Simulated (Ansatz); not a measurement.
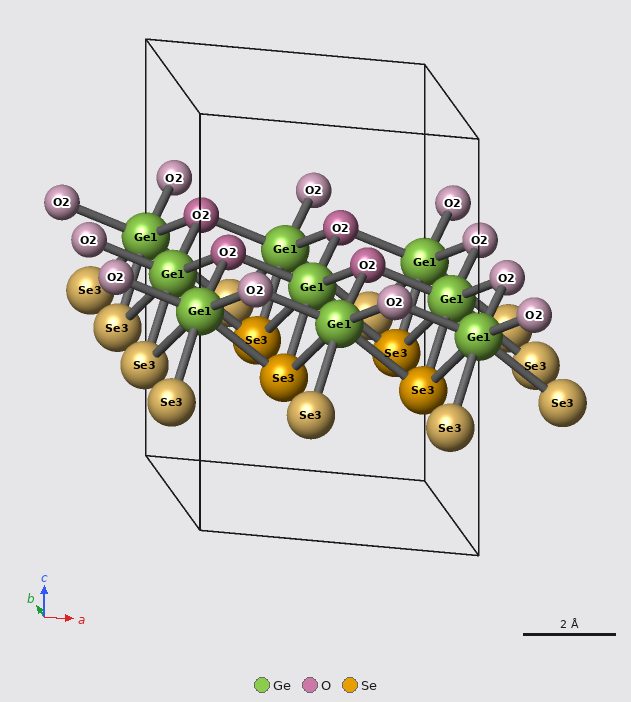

Figure 1. The structure as given in the input (ball-and-stick view of the 2 × 2 repeat of the cell, with the vacuum cut short, seen slightly off an axis; neighbours outside the cell are drawn fainter; atoms are numbered from 1 in the order of the input).

**GeSeO: single-point calculation (part 1 of 2)**

- system: GeSeO (slab, 3 atoms in the cell)
- method: DFT, HSE06 with spin-orbit coupling, plane waves, PAW (Ansatz 0.2.0)

The geometry comes from this level: r2SCAN. Figures and captions count atoms from 1; the log counts them from 0 in places.

What the program printed
```
scf.n_extra_bands = 8 over 36 filled bands (N_el = 36.0): the run solves 44 bands
Engine: ansatz 0.2.0, aarch64-unknown-linux-gnu
Pseudopotentials: kind: paw_fr
Pseudopotential: Ge, paw_fr, valence charge 14, recommended cutoff 420 eV (normal), Ge.paw.azcp#standard-fr
Pseudopotential: O, paw_fr, valence charge 6, recommended cutoff 420 eV (normal), O.paw.azcp#standard-fr
Pseudopotential: Se, paw_fr, valence charge 16, recommended cutoff 420 eV (normal), Se.paw.azcp#standard-fr
Functional definition: HSE06
  parameter a = 0.25
  parameter omega = 0.11/bohr
  exchange = pbe_x - a*pbe_x_sr(omega) + a*exact_x_sr(omega)
  correlation = pbe_c
non-collinear run that drives no moment, with spin-orbit: no starting moment large enough to seed its density (crystal.atoms[].spin), no starting occupations that ask for one, no magnetisation constraint and no magnetic field, so the semilocal B_xc is pinned to zero
Crystal: 3 atoms, lattice volume = 263.345 Å³
Basis set: ecut = 420 eV, 5245 PW (Γ)
Bands: 44, of which v1, the nominal top of the filled ones, is band 36 counted from 1 (35 counted from 0)
Symmetry: 6 space group operations + 6 with time reversal
Magnetic group: BNS 156.50 (UNI 1280), of the structure as read, at distance tolerance 6.4e-5 Å
k-points: 7 of 36 (time reversal used)
Projection manifold: j_resolved (fully-relativistic pseudo-atomic orbitals)
Non-local potential: Ge, projectors of the file, l = 0: 2, l = 1: 4, l = 2: 6, l = 3: 2
Non-local potential: O, projectors of the file, l = 0: 2, l = 1: 4, l = 2: 2
Non-local potential: Se, projectors of the file, l = 0: 2, l = 1: 4, l = 2: 6, l = 3: 2
PAW form: soft (Blöchl's): semilocal exchange-correlation on the pseudo side does not see the compensation charge
PAW frozen core: Ge, regenerated for the run's functional, and the local potential with it (the file was generated under x = pbe(κ = 0.804, μ = 0.2195149727645171), c = pbe(β = 0.06672455060314922))
PAW frozen core: O, regenerated for the run's functional, and the local potential with it (the file was generated under x = pbe(κ = 0.804, μ = 0.2195149727645171), c = pbe(β = 0.06672455060314922))
PAW frozen core: Se, regenerated for the run's functional, and the local potential with it (the file was generated under x = pbe(κ = 0.804, μ = 0.2195149727645171), c = pbe(β = 0.06672455060314922))
PAW one-centre angular grid: Ge, 590 points (default); XC on 205 of its mesh's 2687 points in the sphere
PAW one-centre angular grid: O, 110 points (default); XC on 64 Gauss nodes
PAW one-centre angular grid: Se, 590 points (default); XC on 193 of its mesh's 2701 points in the sphere
Initial density: superposition of atomic densities (neutral atoms: chi_scale 0, normalization atom)
Initial wavefunctions: pseudopotential atomic-orbital guess
Functional: x = pbe(κ = 0.804, μ = 0.2195149727645171), c = pbe(β = 0.06672455060314922), warm-up for x = pbe(κ = 0.804, μ = 0.2195149727645171) + 0.25 (exact − pbe) at short range (hse, ω = 0.20786987370883472 Å⁻¹), c = pbe(β = 0.06672455060314922); HSE06 as pw.x's `hse` composes it (authors' and Libxc's form: `xc: wpbeh`)
iter 1 solved again at ethr=1.88e-2 eV; its pass at ethr=1.00e-1 eV (dr2=6.75e0 eV) is discarded
SCF iter   1: F=—  HF=-10331.917388 eV  |F-HF|=—  |Δ(HF+E_count)|=         —  Δρ=4.56e-2  dr2=6.73e0  dr2_m=0.00e0 (ungated)  ethr=1.88e-2  |M|=0.00e0 ∫|m|=0.00e0 μB  |m|>n=0.0e0 m-floor=0.0e0 τ_xc=0.0e0  β_m=0.30  ⟨swp⟩=2.9  Hψ=1698  notcnv=0
preconditioner: auto → none  [insulator: Δε(μ)=0.401 eV  Ē_g=18.632 eV  σ=0.020 eV  W_gap=0.50  n_scr=16 (ndim 8)  ℏωp=11.7 eV  f_vac=0.788  D(μ)=3.27/eV (n_scr^D=12)]
SCF iter   2: F=—  HF=-10331.344489 eV  |F-HF|=—  |Δ(HF+E_count)|=   5.73e-1  Δρ=3.22e-2  dr2=8.30e0  dr2_m=0.00e0 (ungated)  ethr=1.87e-2  |M|=0.00e0 ∫|m|=0.00e0 μB  |m|>n=0.0e0 m-floor=0.0e0 τ_xc=0.0e0  β_m=0.24  ⟨swp⟩=5.1  Hψ=801  notcnv=0  defer=26
SCF iter   3: F=—  HF=-10330.663922 eV  |F-HF|=—  |Δ(HF+E_count)|=   6.81e-1  Δρ=1.53e-2  dr2=1.70e0  dr2_m=0.00e0 (ungated)  ethr=1.87e-2  |M|=0.00e0 ∫|m|=0.00e0 μB  |m|>n=0.0e0 m-floor=0.0e0 τ_xc=0.0e0  β_m=0.22  ⟨swp⟩=5.6  Hψ=794  notcnv=0  defer=10
SCF iter   4: F=—  HF=-10330.479260 eV  |F-HF|=—  |Δ(HF+E_count)|=   1.85e-1  Δρ=9.44e-3  dr2=2.05e-1  dr2_m=0.00e0 (ungated)  ethr=4.72e-3  |M|=0.00e0 ∫|m|=0.00e0 μB  |m|>n=0.0e0 m-floor=0.0e0 τ_xc=0.0e0  β_m=0.37  ⟨swp⟩=4.7  Hψ=704  notcnv=0  defer=10
SCF iter   5: F=—  HF=-10330.462014 eV  |F-HF|=—  |Δ(HF+E_count)|=   1.72e-2  Δρ=3.90e-3  dr2=4.41e-2  dr2_m=0.00e0 (ungated)  ethr=5.70e-4  |M|=0.00e0 ∫|m|=0.00e0 μB  |m|>n=0.0e0 m-floor=0.0e0 τ_xc=0.0e0  β_m=0.36  ⟨swp⟩=5.6  Hψ=812  notcnv=0  defer=12
iter 6 solved again at ethr=8.50e-6 eV; its pass at ethr=1.23e-4 eV (dr2=3.06e-3 eV) is discarded
SCF iter   6: F=—  HF=-10330.461145 eV  |F-HF|=—  |Δ(HF+E_count)|=   8.69e-4  Δρ=9.07e-4  dr2=3.60e-3  dr2_m=0.00e0 (ungated)  ethr=8.50e-6  |M|=0.00e0 ∫|m|=0.00e0 μB  |m|>n=0.0e0 m-floor=0.0e0 τ_xc=0.0e0  β_m=0.47  ⟨swp⟩=5.0  Hψ=1461  notcnv=0  defer=12
eigensolver tolerance schedule calibrated: the retry pair's looser diagonalisation under-reported the residual by θ = 0.15 (0.13/decade); ethr = c·dr2/N_el runs at the constant in force after the calibration composes with the one it found (an armed cap, an earlier calibration), c = 6.0e-2
SCF iter   7: F=—  HF=-10330.460656 eV  |F-HF|=—  |Δ(HF+E_count)|=   4.89e-4  Δρ=5.61e-4  dr2=8.11e-4  dr2_m=0.00e0 (ungated)  ethr=6.03e-6  |M|=0.00e0 ∫|m|=0.00e0 μB  |m|>n=0.0e0 m-floor=0.0e0 τ_xc=0.0e0  β_m=0.44  ⟨swp⟩=4.6  Hψ=797  notcnv=0  defer=10
SCF iter   8: F=—  HF=-10330.460716 eV  |F-HF|=—  |Δ(HF+E_count)|=   6.00e-5  Δρ=3.78e-4  dr2=7.01e-4  dr2_m=0.00e0 (ungated)  ethr=1.36e-6  |M|=0.00e0 ∫|m|=0.00e0 μB  |m|>n=0.0e0 m-floor=0.0e0 τ_xc=0.0e0  β_m=0.58  ⟨swp⟩=2.3  Hψ=574  notcnv=0  defer=4
SCF iter   9: F=—  HF=-10330.460655 eV  |F-HF|=—  |Δ(HF+E_count)|=   6.11e-5  Δρ=9.22e-5  dr2=5.95e-5  dr2_m=0.00e0 (ungated)  ethr=1.18e-6  |M|=0.00e0 ∫|m|=0.00e0 μB  |m|>n=0.0e0 m-floor=0.0e0 τ_xc=0.0e0  β_m=0.53  ⟨swp⟩=2.7  Hψ=579  notcnv=0  defer=5
SCF iter  10: F=—  HF=-10330.460652 eV  |F-HF|=—  |Δ(HF+E_count)|=   2.60e-6  Δρ=2.83e-5  dr2=2.08e-6  dr2_m=0.00e0 (ungated)  ethr=9.98e-8  |M|=0.00e0 ∫|m|=0.00e0 μB  |m|>n=0.0e0 m-floor=0.0e0 τ_xc=0.0e0  β_m=0.50  ⟨swp⟩=4.1  Hψ=754  notcnv=0  defer=4
SCF iter  11: F=—  HF=-10330.460652 eV  |F-HF|=—  |Δ(HF+E_count)|=   8.21e-8  Δρ=1.03e-5  dr2=6.59e-7  dr2_m=0.00e0 (ungated)  ethr=3.48e-9  |M|=0.00e0 ∫|m|=0.00e0 μB  |m|>n=0.0e0 m-floor=0.0e0 τ_xc=0.0e0  β_m=0.58  ⟨swp⟩=4.3  Hψ=787  notcnv=0  defer=4
SCF iter  12: F=—  HF=-10330.460652 eV  |F-HF|=—  |Δ(HF+E_count)|=   2.87e-8  Δρ=2.40e-6  dr2=8.17e-8  dr2_m=0.00e0 (ungated)  ethr=1.11e-9  |M|=0.00e0 ∫|m|=0.00e0 μB  |m|>n=0.0e0 m-floor=0.0e0 τ_xc=0.0e0  β_m=0.50  ⟨swp⟩=3.1  Hψ=594  notcnv=0  defer=5
SCF iter  13: F=—  HF=-10330.460652 eV  |F-HF|=—  |Δ(HF+E_count)|=   6.57e-9  Δρ=1.15e-6  dr2=7.11e-9  dr2_m=0.00e0 (ungated)  ethr=1.37e-10  |M|=0.00e0 ∫|m|=0.00e0 μB  |m|>n=0.0e0 m-floor=0.0e0 τ_xc=0.0e0  β_m=0.54  ⟨swp⟩=4.3  Hψ=743  notcnv=0  defer=4
SCF iter  14: F=—  HF=-10330.460652 eV  |F-HF|=—  |Δ(HF+E_count)|=  9.64e-10  Δρ=5.93e-7  dr2=1.66e-9  dr2_m=0.00e0 (ungated)  ethr=1.19e-11  |M|=0.00e0 ∫|m|=0.00e0 μB  |m|>n=0.0e0 m-floor=0.0e0 τ_xc=0.0e0  β_m=0.52  ⟨swp⟩=3.1  Hψ=666  notcnv=0  defer=2
SCF iter  15: F=—  HF=-10330.460652 eV  |F-HF|=—  |Δ(HF+E_count)|=  9.09e-11  Δρ=5.12e-7  dr2=2.25e-9  dr2_m=0.00e0 (ungated)  ethr=2.78e-12  |M|=0.00e0 ∫|m|=0.00e0 μB  |m|>n=0.0e0 m-floor=0.0e0 τ_xc=0.0e0  β_m=0.39  ⟨swp⟩=3.9  Hψ=642  notcnv=0  defer=2
SCF iter  16: F=-10330.460652 eV  HF=-10330.460652 eV  |F-HF|=1.55e-10  |Δ(HF+E_count)|=  2.36e-10  Δρ=1.80e-7  dr2=1.97e-10  dr2_m=0.00e0 (ungated)  ethr=2.78e-12  |M|=0.00e0 ∫|m|=0.00e0 μB  |m|>n=0.0e0 m-floor=0.0e0 τ_xc=0.0e0  ⟨swp⟩=2.4  Hψ=568  notcnv=0  defer=2
SCF 1 converged in 16 iterations: F = -10330.460652 eV  dr2 = 1.97e-10
  greatest PAW one-centre occupation: 0.999 electrons in one spin orbital (limit 2), on the Se atom at site 2 (counted from 0), in its partial waves of l = 2
Projection manifold: j_resolved (fully-relativistic pseudo-atomic orbitals)
Initial density: handed on by an earlier stage of this run
Initial wavefunctions: those handed on with the density
Functional: x = pbe(κ = 0.804, μ = 0.2195149727645171) + 0.25 (exact − pbe) at short range (hse, ω = 0.20786987370883472 Å⁻¹), c = pbe(β = 0.06672455060314922); HSE06 as pw.x's `hse` composes it (authors' and Libxc's form: `xc: wpbeh`)
Exchange kernel: α = 0.2500, screened, ω = 0.2079 Å⁻¹, Wigner–Seitz truncation, v(0) = 1044.9322 eV·Å³, q-mesh 6×6×1, nearest image of the exchange supercell L = 19.48 Å, pair-density grid 15×15×144, without the augmentation charges, whose exchange is taken in its separable form by FFT convolution over the k-point mesh (sized by the pseudopotential files, 20×20×200 at the most), smooth part of the exact exchange by density-matrix convolution
Frozen-core exchange: fock
iter 1 solved again at ethr=1.09e-4 eV; its pass at ethr=1.00e-1 eV (dr2=6.47e-2 eV) is discarded
SCF iter   1: F=—  HF=-10330.560060 eV  |F-HF|=—  |Δ(HF+E_count)|=         —  Δρ=5.66e-3  dr2=7.90e-2  dr2_m=0.00e0 (ungated)  ethr=1.09e-4  |M|=0.00e0 ∫|m|=0.00e0 μB  |m|>n=0.0e0 m-floor=0.0e0 τ_xc=0.0e0  β_m=0.30  ⟨swp⟩=8.6  Hψ=1801  notcnv=0
preconditioner: auto → none  [insulator: Δε(μ)=0.445 eV  Ē_g=11.510 eV  σ=0.020 eV  W_gap=0.70  n_scr=16 (ndim 8)  ℏωp=8.6 eV  f_vac=0.796  D(μ)=2.07/eV (n_scr^D=10)]
SCF iter   2: F=—  HF=-10330.566359 eV  |F-HF|=—  |Δ(HF+E_count)|=   6.30e-3  Δρ=3.65e-3  dr2=5.25e-2  dr2_m=0.00e0 (ungated)  ethr=1.09e-4  |M|=0.00e0 ∫|m|=0.00e0 μB  |m|>n=0.0e0 m-floor=0.0e0 τ_xc=0.0e0  β_m=0.31  ⟨swp⟩=5.7  Hψ=812  notcnv=0  defer=10
SCF iter   3: F=—  HF=-10330.561607 eV  |F-HF|=—  |Δ(HF+E_count)|=   4.75e-3  Δρ=3.51e-3  dr2=6.18e-2  dr2_m=0.00e0 (ungated)  ethr=8.47e-5  |M|=0.00e0 ∫|m|=0.00e0 μB  |m|>n=0.0e0 m-floor=0.0e0 τ_xc=0.0e0  β_m=0.28  ⟨swp⟩=5.4  Hψ=827  notcnv=0  defer=18
SCF iter   4: F=—  HF=-10330.555699 eV  |F-HF|=—  |Δ(HF+E_count)|=   5.91e-3  Δρ=1.08e-3  dr2=2.17e-3  dr2_m=0.00e0 (ungated)  ethr=8.47e-5  |M|=0.00e0 ∫|m|=0.00e0 μB  |m|>n=0.0e0 m-floor=0.0e0 τ_xc=0.0e0  β_m=0.38  ⟨swp⟩=5.0  Hψ=766  notcnv=0  defer=10
SCF iter   5: F=—  HF=-10330.557032 eV  |F-HF|=—  |Δ(HF+E_count)|=   1.33e-3  Δρ=4.71e-4  dr2=1.41e-3  dr2_m=0.00e0 (ungated)  ethr=1.82e-6  |M|=0.00e0 ∫|m|=0.00e0 μB  |m|>n=0.0e0 m-floor=0.0e0 τ_xc=0.0e0  β_m=0.43  ⟨swp⟩=4.1  Hψ=866  notcnv=0  defer=8
SCF iter   6: F=—  HF=-10330.557723 eV  |F-HF|=—  |Δ(HF+E_count)|=   6.91e-4  Δρ=2.55e-4  dr2=4.97e-4  dr2_m=0.00e0 (ungated)  ethr=1.10e-6  |M|=0.00e0 ∫|m|=0.00e0 μB  |m|>n=0.0e0 m-floor=0.0e0 τ_xc=0.0e0  β_m=0.59  ⟨swp⟩=4.0  Hψ=650  notcnv=0  defer=4
SCF iter   7: F=—  HF=-10330.558188 eV  |F-HF|=—  |Δ(HF+E_count)|=   4.65e-4  Δρ=9.22e-5  dr2=5.94e-5  dr2_m=0.00e0 (ungated)  ethr=3.32e-7  |M|=0.00e0 ∫|m|=0.00e0 μB  |m|>n=0.0e0 m-floor=0.0e0 τ_xc=0.0e0  β_m=0.65  ⟨swp⟩=5.1  Hψ=873  notcnv=0  defer=6
SCF iter   8: F=-10330.558200 eV  HF=-10330.558204 eV  |F-HF|=4.90e-6  |Δ(HF+E_count)|=   1.63e-5  Δρ=3.16e-5  dr2=9.45e-6  dr2_m=0.00e0 (ungated)  ethr=7.04e-8  |M|=0.00e0 ∫|m|=0.00e0 μB  |m|>n=0.0e0 m-floor=0.0e0 τ_xc=0.0e0  ⟨swp⟩=3.9  Hψ=672  notcnv=0  defer=3
SCF 2 stopped early in 8 iterations: F = -10330.558200 eV  dr2 = 9.45e-6
hybrid outer 1: dexx = +3.669e-2 eV, tail = 4.33e-4 eV
Projection manifold: j_resolved (fully-relativistic pseudo-atomic orbitals)
Exchange kernel: α = 0.2500, screened, ω = 0.2079 Å⁻¹, Wigner–Seitz truncation, v(0) = 1044.9322 eV·Å³, q-mesh 6×6×1, nearest image of the exchange supercell L = 19.48 Å, pair-density grid 15×15×144, without the augmentation charges, whose exchange is taken in its separable form by FFT convolution over the k-point mesh (sized by the pseudopotential files, 20×20×200 at the most), smooth part of the exact exchange by density-matrix convolution
Frozen-core exchange: fock
```
